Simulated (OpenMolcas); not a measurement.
**BBr2Cl (dibromo(chloro)borane): FNO-MP2/aug-pcseg-1 (RICD fitting, virtual fraction 0.5)**

What is the energy change on altering one bond length of BBr2Cl (dibromo(chloro)borane) at FNO-MP2/aug-pcseg-1 (RICD fitting, virtual fraction 0.5)? 

Program for the calculation: OpenMolcas 26.06.

## 1. Starting point

The species is BBr2Cl (4 atoms), meant as a singlet with charge 0. SMILES: `ClB(Br)Br`. Geometry: relaxed at PBE0-D4/def2-TZVP.

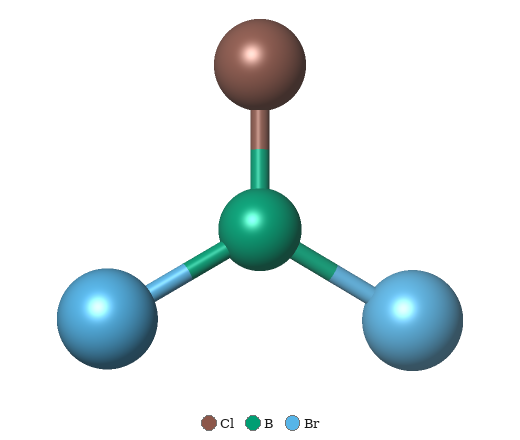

Viewed from a chosen angle; chlorine brown, boron teal, bromine blue.

## 2. The energy at FNO-MP2/aug-pcseg-1 (RICD fitting, virtual fraction 0.5)

File job.inp:

```
&GATEWAY
  BasLib = $CurrDir
  Coord
  4
  angstrom
  Cl      -0.203300      -1.644940       0.633550
  B       -0.004820      -0.039040       0.015030
  Br       1.283490       1.123730       0.785650
  Br      -1.075360       0.560270      -1.434250
  Basis = aug-pcseg-1
  Group = NoSym
  RICD

&SEWARD

&SCF
  PrOrbitals = 1 1

&MBPT2
  FNOMP2 = 0.5
  DoMP2
  Frozen = 24
```

The basis set aug-pcseg-1 is read from a file made from the Basis Set Exchange's data (not shown).

Run with:

```console
export MOLCAS_MEM=1860
pymolcas job.inp > job.log
```

The program printed, shortened:

```text
--- Start Module: gateway ---
[...]
--- Stop Module: gateway /rc=_RC_ALL_IS_WELL_ ---
[...]
      Basis functions          122
[...]
--- Start Module: scf ---
[...]
       Convergence after  10 Iterations
[...]
::    Total SCF energy                              -5628.4285303355
[...]
      Total spin, S                                     0.0000000000
[...]
      Total electronic charge=   92.000000
      Total            charge=   -0.000000
[...]
      Dipole Moment (debye):
      Origin of the operator (angstrom)=    0.0454    0.3677   -0.1416
                   X= -7.2997E-03               Y= -5.9148E-02               Z=  2.2782E-02           Total=  6.3803E-02
      Quadrupole Moment (debye*angstrom):
[...]
--- Stop Module: scf /rc=_RC_ALL_IS_WELL_ ---
[...]
--- Start Module: mbpt2 ---
[...]
WARNING!
Default frozen orbitals as non valence orbitals is overwritten by user input.
Default values:  34
[...]
       Reference weight ( Cref**2 )         =        0.83636
::    Total MBPT2 energy                            -5628.8845316121
[...]
--- Stop Module: mbpt2 /rc=_RC_ALL_IS_WELL_ ---
[...]
```

It took 7.2 s on 1 thread of Arm Neoverse V2, shared host; peak memory 0.092 GiB.

## 3. The distorted shape at the same level

File job.input:

```
&GATEWAY
 BasLib=$CurrDir
 Coord
 4
 angstrom
 Cl      -0.332107      -1.761195       0.556502
 B       -0.133627      -0.155295      -0.062018
 Br       1.283490       1.123730       0.785650
 Br      -1.204167       0.444015      -1.511298
 Basis=aug-pcseg-1
 Group=NoSym
 RICD

&SEWARD

&SCF
 PrOrbitals=1 1

&MBPT2
 FNOMP2=0.5
 DoMP2
 Frozen=24
```

The basis set aug-pcseg-1 is read from a file made from the Basis Set Exchange's data (not shown).

Run with:

```console
export MOLCAS_MEM=1860
pymolcas job.input > job.log
```

The program printed, shortened:

```text
--- Start Module: gateway ---
[...]
--- Stop Module: gateway /rc=_RC_ALL_IS_WELL_ ---
[...]
      Basis functions          122
[...]
--- Start Module: scf ---
[...]
       Convergence after  11 Iterations
[...]
::    Total SCF energy                              -5628.4203215750
[...]
      Total spin, S                                     0.0000000000
[...]
      Total electronic charge=   92.000000
      Total            charge=   -0.000000
[...]
      Dipole Moment (debye):
      Origin of the operator (angstrom)=   -0.0335    0.2965   -0.1888
                   X= -6.5106E-01               Y= -5.9687E-01               Z= -3.8467E-01           Total=  9.6339E-01
      Quadrupole Moment (debye*angstrom):
[...]
--- Stop Module: scf /rc=_RC_ALL_IS_WELL_ ---
[...]
--- Start Module: mbpt2 ---
[...]
WARNING!
Default frozen orbitals as non valence orbitals is overwritten by user input.
Default values:  34
[...]
       Reference weight ( Cref**2 )         =        0.83443
::    Total MBPT2 energy                            -5628.8770382122
[...]
--- Stop Module: mbpt2 /rc=_RC_ALL_IS_WELL_ ---
[...]
```

Wall time 7.5 s (1 thread of Arm Neoverse V2, shared host); peak memory 0.092 GiB.

## 4. Summary of results

Level: FNO-MP2/aug-pcseg-1 (RICD fitting, virtual fraction 0.5), 24 core orbitals frozen.

```
                                                          quantity           value
                                         first shape: total energy  -5628.88453 Eh
                   first shape: dipole moment (mean-field density)          0.06 D
                  first shape: HOMO energy (Hartree–Fock orbitals)       -11.48 eV
                  first shape: LUMO energy (Hartree–Fock orbitals)         1.13 eV
                first shape: HOMO–LUMO gap (Hartree–Fock orbitals)        12.61 eV
         first shape: correlation energy (24 core orbitals frozen)      -456.0 mEh
                                     distorted shape: total energy  -5628.87704 Eh
               distorted shape: dipole moment (mean-field density)          0.96 D
              distorted shape: HOMO energy (Hartree–Fock orbitals)       -11.49 eV
              distorted shape: LUMO energy (Hartree–Fock orbitals)         1.07 eV
            distorted shape: HOMO–LUMO gap (Hartree–Fock orbitals)        12.56 eV
     distorted shape: correlation energy (24 core orbitals frozen)      -456.7 mEh
energy change with the B2–Br3 bond stretched from 1.899 to 2.089 Å        0.204 eV
```

**Reading.** With the B2–Br3 bond stretched from 1.899 to 2.089 Å the energy rises by 0.20 eV (4.7 kcal/mol). The first shape isn't relaxed at this level, so the change isn't measured from a minimum. Mulliken charges (first shape) of the mean-field density run from -0.69 on Br3 to +1.97 on B2; in a basis this large or diffuse they mean little. Mulliken charges (distorted shape) of the mean-field density run from -0.69 on Br3 to +1.89 on B2; in a basis this large or diffuse they mean little.
